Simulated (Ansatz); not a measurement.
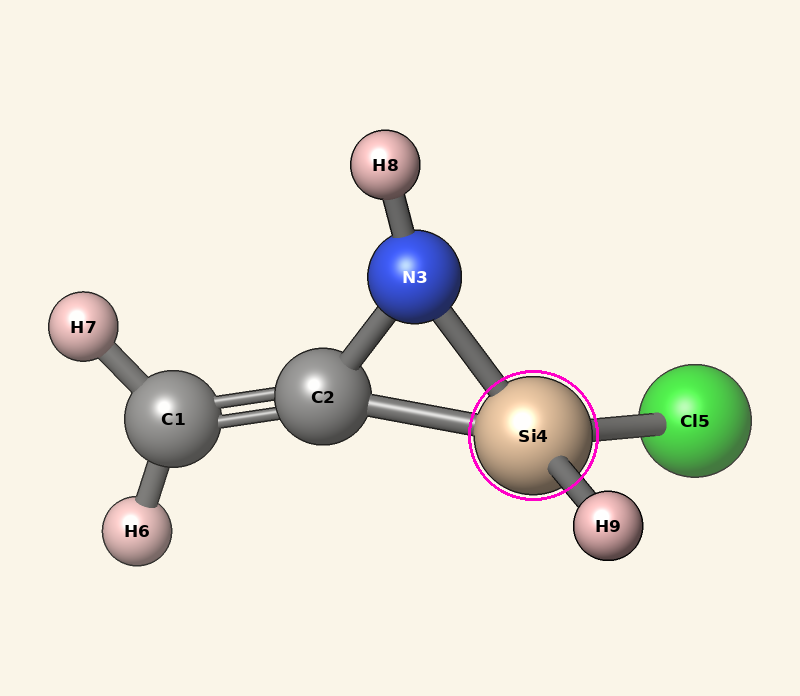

Atoms fade into the background with distance from the viewer. Circles mark the stereogenic atoms. The geometry was computed by an optimisation with PBE-D4/def2-SVP. No frequency run is at hand to confirm it as a minimum.

Assign CIP descriptors.

Si4: R (priorities Cl5 > N3 > C2 > H9).
